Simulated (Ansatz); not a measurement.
## A convergence test on CuBiSeO (P4/nmm): k mesh of the hybrid

Wanted: the cheapest k mesh of the hybrid that holds the HSE06 gap of CuBiSeO (P4/nmm).

Program: Ansatz 0.2.0. Level of theory: DFT, HSE06, plane waves, PAW; PAW set soft_1. Results are calculated unless marked as measured.

## 1. The structure

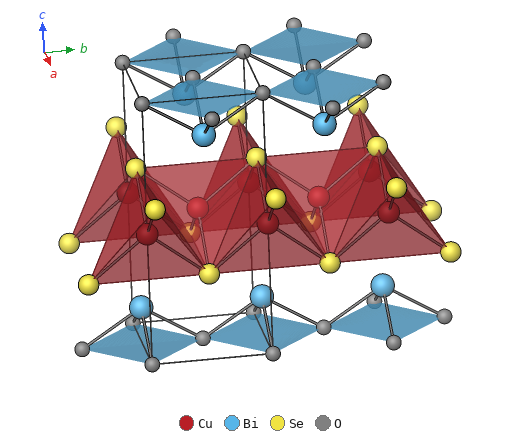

Start, viewed slightly off an axis; copper red, bismuth blue, selenium yellow, oxygen grey. 1×2×1 cells are drawn. Some periodic images of atoms are drawn too.

Geometry: measured lattice cell, ions relaxed with r2SCAN; the structure entry is the Materials Project's. The runs that relaxed it are not among those shown. Spin-orbit coupling is left out unless a step names it.

## 2. k mesh of the hybrid: 2×2×2

The input, input.yaml:

```yaml
crystal:
  lattice:
    - [3.9221, 0.0, 0.0]
    - [0.0, 3.9221, 0.0]
    - [0.0, 0.0, 8.9133]
  atoms:
    - { symbol: Cu, position: [0.0, 0.0, 0.5] }
    - { symbol: Cu, position: [0.5, 0.5, 0.5] }
    - { symbol: Bi, position: [0.0, 0.5, 0.8600640231] }
    - { symbol: Bi, position: [0.5, 0.0, 0.1399359769] }
    - { symbol: Se, position: [0.5, 0.0, 0.6731283809] }
    - { symbol: Se, position: [0.0, 0.5, 0.3268716191] }
    - { symbol: O, position: [0.5, 0.5, 0.0] }
    - { symbol: O, position: [0.0, 0.0, 0.0] }
kpoints:
  mp_grid: { grid: [2, 2, 2] }
  band_path:
    path:
      - [0.0, 0.0, 0.0]
      - [0.0, 0.5, 0.0]
      - [0.5, 0.5, 0.0]
      - [0.0, 0.0, 0.5]
      - [0.0, 0.5, 0.5]
      - [0.5, 0.5, 0.5]
      - [0.1666666667, 0.1666666667, 0.0]
    npoints: 1
hamiltonian:
  xc: hse06
  pseudopotentials: { kind: paw, azcp: { folder: soft_1 } }
scf:
  occupations: { method: fixed }
  n_extra_bands: 6
output:
  eigenvalues: true
  write_density: true
  write_potential: true
  elf: true
  volumetric_format: npy
```

Started as:

```
$ ansatz run input.yaml --threads 3 --pin off --max-ram 92160MiB --backend cuda --events-out ev --progress --plain --runs-dir out --devices 1 --max-vram 13GiB
```

Numbers of over 12 decimals in the logs are rounded to 6 here.

The log of the run:

```text
scf.n_extra_bands = 6 over 56 filled bands (N_el = 112.0): the run solves 62 bands
exact exchange: scf.exx.singularity resolves to wigner_seitz, which cuts the screened interaction at the faces of the exchange supercell's Wigner-Seitz cell, so that each pair interacts once, at the shortest of its separations (the periodic images that this leaves out come, for a point-like exchange hole, to about 0.040 eV on a filled level). The cut falls within the interaction's reach, and what an exchange supercel [...]
GPUs: using 1 of 1 available (devices: 1).
Engine: ansatz 0.2.0, x86_64-unknown-linux-gnu
Pseudopotentials: kind: paw
Pseudopotential: Cu, paw, valence charge 19, recommended cutoff 420 eV (normal), soft_1/Cu.paw.azcp
Pseudopotential: Bi, paw, valence charge 15, recommended cutoff 420 eV (normal), soft_1/Bi.paw.azcp
Pseudopotential: Se, paw, valence charge 16, recommended cutoff 420 eV (normal), soft_1/Se.paw.azcp
Pseudopotential: O, paw, valence charge 6, recommended cutoff 420 eV (normal), soft_1/O.paw.azcp
Functional definition: HSE06
  parameter a = 0.25
  parameter omega = 0.11/bohr
  exchange = pbe_x - a*pbe_x_sr(omega) + a*exact_x_sr(omega)
  correlation = pbe_c
davidson cushion auto → on  (no smearing: the cushion is to keep the highest requested band from converging to the state above it; pin scf.eigensolver.cushion to override)
device memory: the entry about to start is reckoned to put 2.4 GiB on a device that reports 58.9 GiB free (of which the cap on the GPU budget leaves the run 13.0 GiB)
GPU FFT provider: cuFFT
GPU libraries: cuBLAS 13.8.2, cuFFT 12.4.0, cuSOLVER 12.3.4
Crystal: 8 atoms, lattice volume = 137.112 Å³
Basis set: ecut = 420 eV, 2701 PW (Γ)
Bands: 62, of which v1, the nominal top of the filled ones, is band 56 counted from 1 (55 counted from 0)
Symmetry: 16 space group operations
Space group: P4/nmm (ITA 129), of the structure as read, at distance tolerance 5.2e-5 Å
k-points: 6 of 8
Non-local potential: Cu, projectors of the file, l = 0: 3, l = 1: 2, l = 2: 3, l = 3: 1
Non-local potential: Bi, projectors of the file, l = 0: 2, l = 1: 2, l = 2: 2, l = 3: 1
Non-local potential: Se, projectors of the file, l = 0: 2, l = 1: 2, l = 2: 3, l = 3: 1
Non-local potential: O, projectors of the file, l = 0: 2, l = 1: 2, l = 2: 1
PAW form: soft (Blöchl's): semilocal exchange-correlation on the pseudo side does not see the compensation charge
PAW frozen core: Cu, regenerated for the run's functional, and the local potential with it (the file was generated under x = pbe(κ = 0.804, μ = 0.219515), c = pbe(β = 0.066725))
PAW frozen core: Bi, regenerated for the run's functional, and the local potential with it (the file was generated under x = pbe(κ = 0.804, μ = 0.219515), c = pbe(β = 0.066725))
PAW frozen core: Se, regenerated for the run's functional, and the local potential with it (the file was generated under x = pbe(κ = 0.804, μ = 0.219515), c = pbe(β = 0.066725))
PAW frozen core: O, regenerated for the run's functional, and the local potential with it (the file was generated under x = pbe(κ = 0.804, μ = 0.219515), c = pbe(β = 0.066725))
PAW one-centre angular grid: Cu, 590 points (default); XC on 64 Gauss nodes
PAW one-centre angular grid: Bi, 590 points (default); XC on 64 Gauss nodes
PAW one-centre angular grid: Se, 590 points (default); XC on 64 Gauss nodes
PAW one-centre angular grid: O, 110 points (default); XC on 96 Gauss nodes
Initial density: superposition of atomic densities (chi_scale 0.1, normalization cell, long waves 63 % of neutral atoms (reshape's long-wave potential 1.63 eV rms, cloud 2.68 Å wide))
Initial wavefunctions: pseudopotential atomic-orbital guess
GPU buffer pool allocated for 43740 grid points (all kernels)
GPU transforms: local potential and band sums: pruned to the plane-wave sphere, on 27×27×60
[...]
SCF iter   8: F=—  HF=-50128.951719 eV  |F-HF|=—  |Δ(HF+E_count)|=   4.68e-4  Δρ=6.73e-4  dr2=1.27e-3  ethr=3.94e-8  ⟨swp⟩=4.2  Hψ=1130  notcnv=0
SCF iter   9: F=—  HF=-50128.951546 eV  |F-HF|=—  |Δ(HF+E_count)|=   1.73e-4  Δρ=1.66e-4  dr2=3.35e-4  ethr=3.94e-8  ⟨swp⟩=4.0  Hψ=1122  notcnv=0
SCF iter  10: F=—  HF=-50128.953564 eV  |F-HF|=—  |Δ(HF+E_count)|=   2.02e-3  Δρ=7.18e-4  dr2=4.45e-4  ethr=3.94e-8  ⟨swp⟩=4.0  Hψ=1280  notcnv=0
SCF iter  11: F=-50128.953449 eV  HF=-50128.953450 eV  |F-HF|=1.03e-6  |Δ(HF+E_count)|=   1.14e-4  Δρ=2.53e-5  dr2=1.15e-5  ethr=3.94e-8  ⟨swp⟩=4.0  Hψ=1153  notcnv=0
SCF 2 stopped early in 11 iterations: F = -50128.953449 eV  dr2 = 1.15e-5
hybrid outer 1: dexx = +6.520e-2 eV, tail = 5.14e-4 eV
GPU FFT provider: cuFFT
GPU libraries: cuBLAS 13.8.2, cuFFT 12.4.0, cuSOLVER 12.3.4
GPU buffer pool allocated for 43740 grid points (all kernels)
GPU transforms: local potential and band sums: pruned to the plane-wave sphere, on 27×27×60
Exchange kernel: α = 0.2500, screened, ω = 0.2079 Å⁻¹, Wigner–Seitz truncation, v(0) = 841.8965 eV·Å³, q-mesh 2×2×2, nearest image of the exchange supercell L = 7.84 Å, pair-density grid 20×20×45, without the augmentation charges, whose exchange is taken in its separable form by FFT convolution over the k-point mesh (sized by the pseudopotential files, 27×27×60 at the most), smooth part of the exact exchange by density-matrix convolution in up to 1.36 GiB of GPU memory as planned if the GPU has room (build and FFT work areas not counted)
Frozen-core exchange: fock
SCF iter   1: F=—  HF=-50128.951893 eV  |F-HF|=—  |Δ(HF+E_count)|=         —  Δρ=8.17e-5  dr2=9.07e-6  ethr=2.29e-6  ⟨swp⟩=3.0  Hψ=855  notcnv=0
preconditioner: auto → none  [insulator: Δε(μ)=1.241 eV  Ē_g=14.879 eV  n_scr=38 (ndim 8)  ℏωp=27.6 eV  f_vac=0.005]
SCF iter   2: F=—  HF=-50128.951898 eV  |F-HF|=—  |Δ(HF+E_count)|=   4.56e-6  Δρ=3.70e-5  dr2=2.62e-6  ethr=7.04e-9  ⟨swp⟩=4.0  Hψ=1375  notcnv=0
SCF iter   3: F=—  HF=-50128.951903 eV  |F-HF|=—  |Δ(HF+E_count)|=   4.73e-6  Δρ=1.68e-5  dr2=6.18e-7  ethr=1.28e-9  ⟨swp⟩=4.2  Hψ=999  notcnv=0
SCF iter   4: F=—  HF=-50128.951904 eV  |F-HF|=—  |Δ(HF+E_count)|=   1.20e-6  Δρ=1.11e-5  dr2=1.09e-7  ethr=1.93e-10  ⟨swp⟩=3.8  Hψ=934  notcnv=0
iter 5 solved again at ethr=6.18e-12 eV; its pass at ethr=9.64e-11 eV (dr2=6.92e-9 eV) is discarded
SCF iter   5: F=-50128.951904 eV  HF=-50128.951904 eV  |F-HF|=3.55e-9  |Δ(HF+E_count)|=   2.58e-7  Δρ=2.54e-6  dr2=7.61e-9  ethr=6.18e-12  ⟨swp⟩=4.0  Hψ=1803  notcnv=0
SCF 3 converged in 5 iterations: F = -50128.951904 eV  dr2 = 7.61e-9
[...]
hybrid outer 2: dexx = +5.250e-6 eV, tail = 2.24e-7 eV, Δε = 8.46e-3 eV (about 3.18e-4 eV left of the loop's levels)
device memory: the entry about to start is reckoned to put 0.9 GiB on a device that reports 58.9 GiB free (of which the cap on the GPU budget leaves the run 13.0 GiB)
NSCF: frozen V_eff on 7 k-points
hybrid SCF converged: 2 outer / 16 inner (+17 warm-up), last move |dexx| = 5.25e-6 eV, tail = 2.24e-7 eV
Stability not checked: this state was not tested for a lower state beside it, because the functional holds exact exchange (a hybrid, or Hartree-Fock), whose exchange loop this test does not read (fock_operator; see scf.lower_state_search)
Free energy (F): -50128.951902 eV
Frozen-core exchange: fock
Harris-Foulkes:  -50128.951902 eV  (|F-HF|=3.55e-9)
Internal energy: -50128.951902 eV  (E = F + TS)
E sigma→0 (E₀):  -50128.951902 eV
Fermi energy:    11.606034 eV
--- Per-component energies (eV) ---
  E_band       = -1909.269250
  E_kinetic    = 1582.484900
  E_local      = -20724.817404  (includes V_loc(G=0)·N_el)
  E_nonlocal   = 2031.328549
  E_hartree    = 9451.397863
  E_xc         = -608.378129
  E_vxc        = -643.585824  (∫ρ·V_xc dr)
  E_exx        = -464.246310  (= α·E_x^exact, valence–valence)
  E_paw        = -29252.608443  (= ΣΔE_a)
  E_vpaw       = -2128.991514  (= ΣTr[D̂ρ^β])
  E_aug_tail   = 0.002932  (compensation charges beyond the density's cutoff)
  E_ewald      = -12141.772690
  E_core_change = -2.343170  (= ΣΔE_core)
  E_smearing   = -0.000000  (= −TS)
  E_closure    = -0.000000  (closes the sum)
  Σ components = -50128.951902   (vs F -50128.951902, Δ=-7.28e-12)
--- Band table (eV; the first three rows and the last of 6) ---
  k-point 0: bands = [... 52 lower, 9.8269, 10.9231, 11.2408, 11.2408, 12.8495, 13.5266, 15.8985, 15.8985, ... 2 higher]
  k-point 1: bands = [... 52 lower, 9.7996, 11.0877, 11.6060, 11.6060, 12.8459, 12.8817, 15.0811, 15.0811, ... 2 higher]
  k-point 2: bands = [... 52 lower, 10.9151, 10.9151, 11.3539, 11.3539, 14.6357, 14.6357, 15.6315, 15.6315, ... 2 higher]
  k-point 5: bands = [... 52 lower, 9.1122, 9.1122, 10.1411, 10.1411, 14.2788, 14.2788, 15.2873, 15.2873, ... 2 higher]
```

Run time: 37 s. Hardware: 1 × NVIDIA H100 80GB HBM3 (shared by 6 runs) with 3 threads of AMD EPYC 7R13 (Zen 3), shared host; peak memory 1.2 GiB; 26 s of CPU time.

In the SCF lines HF is the Harris–Foulkes energy and dr2 the Hartree energy of the density residual, in eV; the loop may stop once dr2 is under the threshold and the program's other checks hold. Hψ counts applications of the Hamiltonian.

This step gave:

- gap: 1.087 eV
- valence top at: k = (0.167, 0.167, 0.000)
- conduction bottom at: Z
- least direct gap: 1.240 eV
- exact-exchange fraction: 0.25

The gap is indirect, with the least direct gap 0.15 eV higher.

## 3. k mesh of the hybrid: 4×4×2

input.yaml, as its differences from that of step 2:

```diff
@@ -15,3 +15,3 @@
 kpoints:
-  mp_grid: { grid: [2, 2, 2] }
+  mp_grid: { grid: [4, 4, 2] }
   band_path:
@@ -34,5 +34 @@
   eigenvalues: true
-  write_density: true
-  write_potential: true
-  elf: true
-  volumetric_format: npy
```

The log of the run:

```text
[...]
GPUs: using 1 of 1 available (devices: 1).
[...]
GPU FFT provider: cuFFT
GPU libraries: cuBLAS 13.8.2, cuFFT 12.4.0, cuSOLVER 12.3.4
Crystal: 8 atoms, lattice volume = 137.112 Å³
Basis set: ecut = 420 eV, 2701 PW (Γ)
Bands: 62, of which v1, the nominal top of the filled ones, is band 56 counted from 1 (55 counted from 0)
[... 1 set-up line as in the run before ...]
[...]
k-points: 12 of 32
[...]
Fermi energy:    11.636028 eV
[...]
--- Band table (eV; the first three rows and the last of 12) ---
  k-point 0: bands = [... 52 lower, 9.8397, 10.8520, 11.2433, 11.2433, 12.8411, 13.5088, 15.9003, 15.9003, ... 2 higher]
  k-point 1: bands = [... 52 lower, 9.8118, 10.9942, 11.5916, 11.5916, 12.8431, 12.8662, 15.0995, 15.0995, ... 2 higher]
  k-point 2: bands = [... 52 lower, 10.5404, 10.9393, 11.2357, 11.4337, 14.1284, 14.6114, 14.7319, 15.4045, ... 2 higher]
  k-point 11: bands = [... 52 lower, 9.1470, 9.1470, 10.1169, 10.1169, 14.2768, 14.2768, 15.2902, 15.2902, ... 2 higher]
[key lines of the parts left out:]
Free energy (F): -50129.814995 eV
```

Wall time 33 s (1 × NVIDIA H100 80GB HBM3 (shared by 6 runs) with 3 threads); peak memory 1.4 GiB; 53 s of CPU time.

Numbers from this step:

```yaml
gap: 1.124 eV
valence_top_at: k = (0.167, 0.167, 0.000)
conduction_bottom_at: Γ
least_direct_gap: 1.251 eV
```

The gap is 1.124 eV, +0.037 eV from the run before at this level.

## 4. k mesh of the hybrid: 6×6×2

input.yaml, as its differences from that of step 3:

```diff
@@ -15,3 +15,3 @@
 kpoints:
-  mp_grid: { grid: [4, 4, 2] }
+  mp_grid: { grid: [6, 6, 2] }
   band_path:
```

The log of the run:

```text
[...]
GPUs: using 1 of 1 available (devices: 1).
[...]
GPU FFT provider: cuFFT
GPU libraries: cuBLAS 13.8.2, cuFFT 12.4.0, cuSOLVER 12.3.4
Crystal: 8 atoms, lattice volume = 137.112 Å³
Basis set: ecut = 420 eV, 2701 PW (Γ)
Bands: 62, of which v1, the nominal top of the filled ones, is band 56 counted from 1 (55 counted from 0)
[... 1 set-up line as in the run before ...]
[...]
k-points: 20 of 72
[...]
Fermi energy:    11.707779 eV
[...]
--- Band table (eV; the first three rows and the last of 20) ---
  k-point 0: bands = [... 52 lower, 9.8375, 10.8385, 11.2436, 11.2436, 12.8388, 13.5052, 15.9065, 15.9065, ... 2 higher]
  k-point 1: bands = [... 52 lower, 9.8075, 10.9796, 11.5894, 11.5894, 12.8390, 12.8639, 15.1078, 15.1078, ... 2 higher]
  k-point 2: bands = [... 52 lower, 10.2712, 10.9480, 11.2121, 11.3414, 13.7729, 14.1541, 14.7580, 15.7448, ... 2 higher]
  k-point 19: bands = [... 52 lower, 9.1438, 9.1438, 10.1093, 10.1093, 14.2798, 14.2798, 15.2904, 15.2904, ... 2 higher]
[key lines of the parts left out:]
Free energy (F): -50129.860413 eV
```

Run time: 55 s. Hardware: 1 × NVIDIA H100 80GB HBM3 (shared by 6 runs) with 3 threads; peak memory 1.7 GiB; 78 s of CPU time.

This step gave:

| Property | Result |
| --- | --- |
| gap | 1.131 eV |
| valence top at | k = (0.167, 0.167, 0.000) |
| conduction bottom at | Γ |
| least direct gap | 1.250 eV |

The gap is 1.131 eV, +0.007 eV from the run before at this level.

## 5. The series

Differences are against the last row; a negative gap means that bands overlap, and a run with a band path holds that path's time. Times are wall times on 1 × NVIDIA H100 80GB HBM3 (shared by 6 runs) with 3 threads of AMD EPYC 7R13 (Zen 3), shared host, good to a factor of about two.

```csv
k mesh of the hybrid,gap (eV),direct gap (eV),gap error (eV),energy error (meV/atom),irreducible k,time
2×2×2,1.087,1.240,−0.044,+113.6,6,37 s
4×4×2,1.124,1.251,−0.007,+5.7,12,33 s
6×6×2,1.131,1.250,+0.000,+0.0,20,55 s
```

## 6. Results

```json
{"2×2×2": "1.087 eV", "4×4×2": "1.124 eV", "6×6×2": "1.131 eV"}
```

In words: The gap holds to 0.02 eV from 4×4×2 on. At 2×2×2 the gap is off by −0.044 eV and the energy by +114 meV/atom. The gap is read over the mesh and added points near the edges, so meshes differ mainly through the density and, for a hybrid, the exchange operator. The runs have no spin polarisation. For a closed low-spin shell that is the natural state; where a d or f shell is open it is a constraint, and the gap is then not the crystal's own.

[Paths, hosts, dates, memory and timing lines, banners, echoed tables and standing remarks are left out of the program output.]

[Logs are printed without paths, hosts, clocks, repeated set-up lines and the standing remarks that a program may print on its own settings, such as how far it seeks lower states.]

[Runs of the session that timed out or met a known fault of the program may be left out.]

[Cells called generated may have been cut or substituted from an entry of the Crystallography Open Database or the Materials Project.]

[Hosts, paths, dates, database ids (printed as entryN), source tags and the programs' standing remarks are cut or masked in the printed files.]
